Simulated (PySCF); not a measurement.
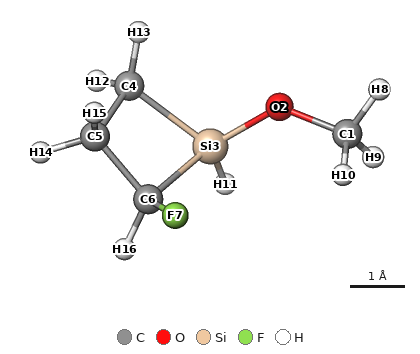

Fig. 1: The structure (ball-and-stick view, seen at a tilt; atoms are numbered from 1 in the order of the input).

C$_{4}$H$_{9}$FOSi: NMR shielding calculation

The run: NMR shielding calculation of C$_{4}$H$_{9}$FOSi. Method and program: GIAO PBE0/pcSseg-1 NMR shielding, non-relativistic, gas phase (PySCF 2.14.0).

The geometry comes from this level: GFN2-xTB. Figures and captions count atoms from 1; the log counts them from 0 in places.

What the program printed:
```
coarse grid: 13720 points
cycle   1  E = -621.6891815863  dE =  8.188e-01  |g| = 7.880e-01  |ddm| = 3.502e+00
cycle   2  E = -621.5357555532  dE =  1.534e-01  |g| = 1.217e+00  |ddm| = 1.631e+00
cycle   3  E = -621.8004848881  dE = -2.647e-01  |g| = 1.177e-01  |ddm| = 1.128e+00
cycle   4  E = -621.8028328663  dE = -2.348e-03  |g| = 5.143e-02  |ddm| = 1.352e-01
cycle   5  E = -621.8034074969  dE = -5.746e-04  |g| = 6.091e-03  |ddm| = 4.652e-02
cycle   6  E = -621.8034147143  dE = -7.217e-06  |g| = 1.948e-03  |ddm| = 6.775e-03
final grid: 127920 points
cycle   7  E = -621.8627057824  dE = -3.022e-05  |g| = 1.138e-02  |ddm| = 2.344e-02
cycle   8  E = -621.8626767243  dE =  2.906e-05  |g| = 1.688e-02  |ddm| = 1.918e-02
cycle   9  E = -621.8627312911  dE = -5.457e-05  |g| = 1.433e-03  |ddm| = 1.224e-02
cycle  10  E = -621.8627317160  dE = -4.249e-07  |g| = 2.353e-04  |ddm| = 1.387e-03
cycle  11  E = -621.8627317273  dE = -1.132e-08  |g| = 6.609e-05  |ddm| = 2.544e-04
cycle  12  E = -621.8627317282  dE = -9.140e-10  |g| = 2.382e-05  |ddm| = 6.962e-05
```

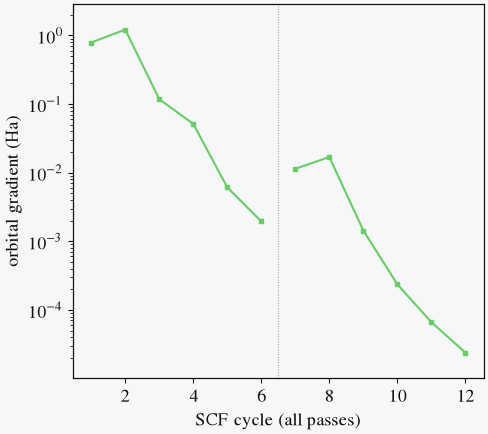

Fig. 2: Convergence of the self-consistent field: orbital gradient against the SCF cycle. The dotted line marks the change from a coarse to the final integration grid. The first 6 cycles use a coarse grid, the final grid takes over at cycle 7, and the field converges after 12 cycles in all.

```
converged SCF energy = -621.8627317282

GIAO shielding tensors (ppm)
atom      isotropic    diamagn.    paramagn.     s11        s22        s33       span
  0 C      132.279     241.154    -108.875    105.411    106.239    185.186     79.776
  1 O      321.825     397.595     -75.769    275.377    335.949    354.150     78.773
  2 Si     350.429     879.969    -529.540    301.302    353.568    396.419     95.117
  3 C      172.420     254.873     -82.454    148.410    175.851    192.999     44.589
  4 C      155.829     252.446     -96.617    131.530    157.198    178.758     47.227
  5 C       87.682     250.260    -162.578     46.791     80.859    135.396     88.605
  6 F      400.639     474.499     -73.860    330.189    385.887    485.841    155.653
  7 H       27.559      27.106       0.452     23.352     25.257     34.066     10.714
  8 H       27.879      27.293       0.587     23.946     25.512     34.179     10.233
  9 H       27.626      28.542      -0.916     22.846     26.353     33.681     10.835
 10 H       26.222      29.483      -3.262     22.939     24.586     31.141      8.202
 11 H       30.576      30.968      -0.393     26.531     28.731     36.465      9.934
 12 H       30.090      31.579      -1.489     26.637     27.376     36.258      9.620
 13 H       29.008      30.280      -1.272     24.852     27.835     34.336      9.484
 14 H       29.316      31.237      -1.921     25.942     27.960     34.046      8.104
 15 H       26.598      30.946      -4.348     23.485     27.284     29.023      5.538
```

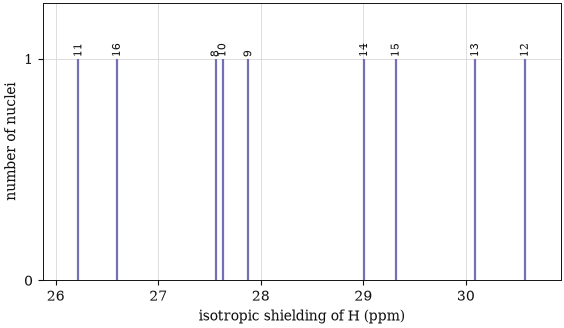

Fig. 3: Isotropic shieldings of the hydrogen nuclei in this fixed geometry, labelled by atom number; shielding grows to the right, so chemical shift grows to the left. The least shielded is H11 (26.2 ppm), the most shielded H12 (30.6 ppm).

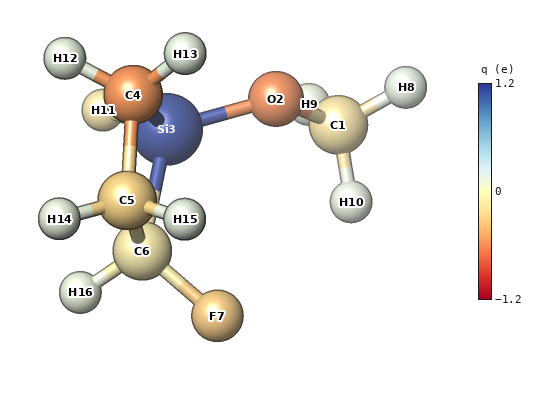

Fig. 4: IAO charges, as the colour of each atom (ball-and-stick view, seen at a tilt; atoms are numbered from 1 in the order of the input). By element: C −0.57 to −0.12, O −0.62, Si +1.11, F −0.33 and H −0.16 to +0.16 e.

This output came from the following input.

Input:
```
{"job": {"kind": "nmr", "xc": "PBE0", "basis": "pcSseg-1"}, "charge": 0, "multiplicity": 1}
C      2.597655     0.804860    -0.420841
O      1.243112     0.672081    -0.755084
Si     0.217221    -0.545763    -0.506756
C     -1.557536     0.063749    -0.806060
C     -1.908676    -0.058025     0.692956
C     -0.620921    -0.704646     1.231645
F     -0.059269     0.026986     2.271330
H      2.933397     1.775401    -0.786101
H      3.188311     0.014863    -0.888593
H      2.732628     0.756853     0.660611
H      0.690228    -1.821716    -1.044249
H     -2.159401    -0.597726    -1.422824
H     -1.678622     1.071016    -1.194828
H     -2.794976    -0.661337     0.880006
H     -2.051011     0.917459     1.153523
H     -0.779741    -1.705111     1.641949
```

The first line tells a small driver script what to run in PySCF; the rest is the geometry in Å.

Command:
```bash
OMP_NUM_THREADS=1 python <driver script> task.json out
```

Summary:

- outcome: converged
- total energy: −621.862732 hartree
- HOMO: −7.29 eV
- LUMO: 0.37 eV
- dipole moment: 1.61 D
- isotropic shielding, C: 87.7 to 172.4 ppm
- isotropic shielding, O: 321.8 ppm
- isotropic shielding, Si: 350.4 ppm
- isotropic shielding, F: 400.6 ppm
- isotropic shielding, H: 26.2 to 30.6 ppm
- hardware: 1 CPU thread, shared host
- wall time: 21 s
- peak memory: 0.77 GiB
